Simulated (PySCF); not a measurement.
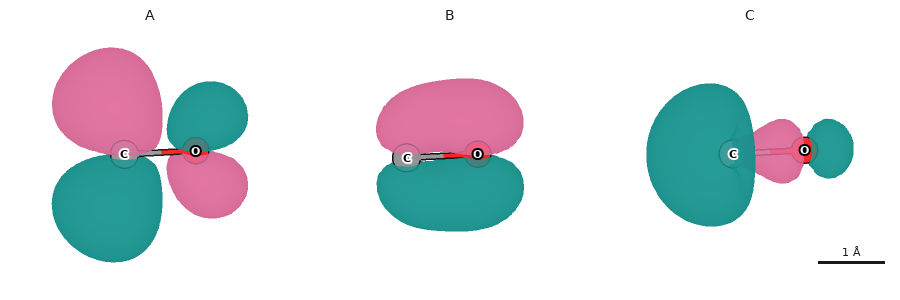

The picture shows: CO. Three frontier orbitals, each drawn at the value that holds 80 % of its norm (teal and pink are the two phases), in no order; of a degenerate pair one member is drawn.

The calculation used PBE0/6-311G(d,p), non-relativistic, at a bond length of 1.127 Å (PySCF 2.14.0).

> Label each orbital by symmetry, say whether it is occupied, and order them by energy.

Orbital B: π, occupied, −13.41 eV; bonding, with no node between the atoms.
Orbital C: σ, occupied, −10.62 eV; mainly on C (85 %).
Orbital A: π, empty, −0.46 eV; antibonding, with a node between the atoms.
